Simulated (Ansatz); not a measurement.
```xyz
8

C     0.3895   -0.6581   -1.2624
Si   -0.8063    0.8817   -0.8063
Si    1.3420    0.4229   -0.0331
H    -1.3722    0.2064    0.4653
H     0.1123   -1.6728   -0.9460
H     0.7541   -0.6549   -2.2989
H     1.7196   -0.3196    1.2253
H     2.6392    0.9676   -0.5865
```

Geometry: PBE0-D3(BJ)/def2-SVPD.

The calculation used isolated molecule in a Gaussian basis; Kohn-Sham density functional theory, functional PBE0 in Ansatz.

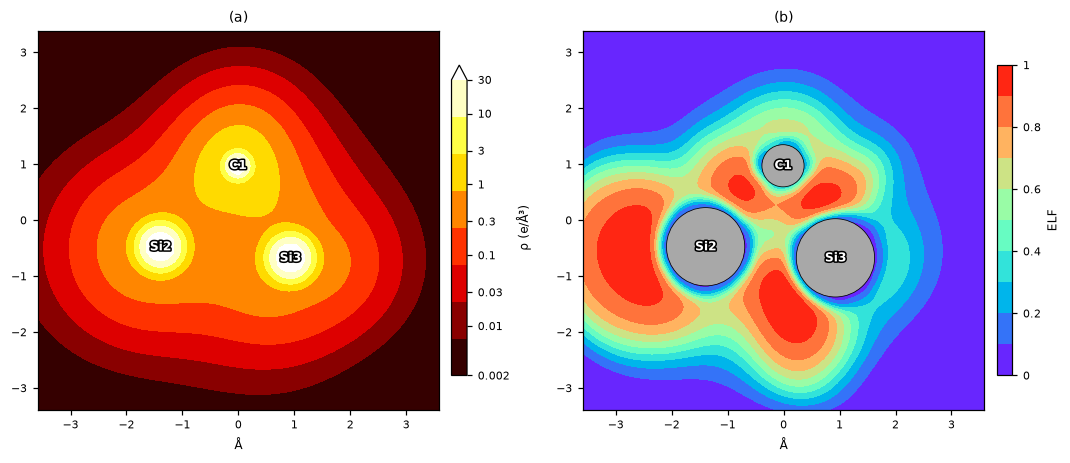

CH₅Si₂ (SMILES C1[SiH-][SiH2]1) (charge −1). (a) total electron density; (b) ELF on the plane of atoms C1, Si3 and Si2. Grey discs cover the atomic cores in the ELF map.

What does the map show?

Answer. The section cuts through C and Si sites. C–Si (1.89 Å): ρ at the midpoint is about 0.87 e/Å³; the ELF peaks at about 0.90 between the atoms; localised, covalent bonding. Si–Si (2.33 Å): ρ is about 0.5 e/Å³ halfway; the ELF peaks at about 0.75 between the atoms. C–Si (2.00 Å): the density is about 0.72 e/Å³ at the midpoint; the ELF peaks at about 0.90 between the atoms: localised, covalent bonding. The ELF also peaks beside Si2, away from the bonds: lone-pair regions.
